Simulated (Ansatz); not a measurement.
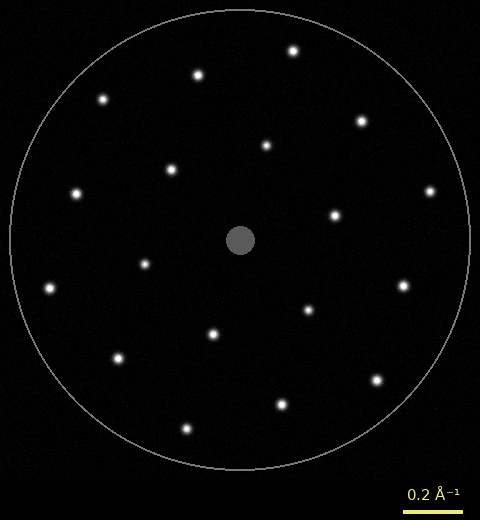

Simulated LEED pattern at 140 eV and normal incidence, from the upper face of a slab model. Spot positions follow from the surface net; brightness is a rough single-scattering estimate from the outer layers, good only for telling present from absent.

### What surface net do the spots show?

The spots form a hexagonal reciprocal net with shortest vectors 0.336 and 0.336 Å⁻¹ at 60.0°. The primitive real-space mesh has edges 3.44 and 3.44 Å at 60.0° (or its supplement) and area 10.2 Å².

The slab has composition SnSeO (3 atoms a cell, 2.9 Å thick). Structure: coordinates from a relaxation with DFT, PBE, plane waves, PAW (Ansatz); the starting structure was generated, so it need not be a known form of this composition.

### Which atoms form the outermost layer?

The highest atoms of the upper face (within 0.6 Å of the top) are O; the spot positions alone do not show this.
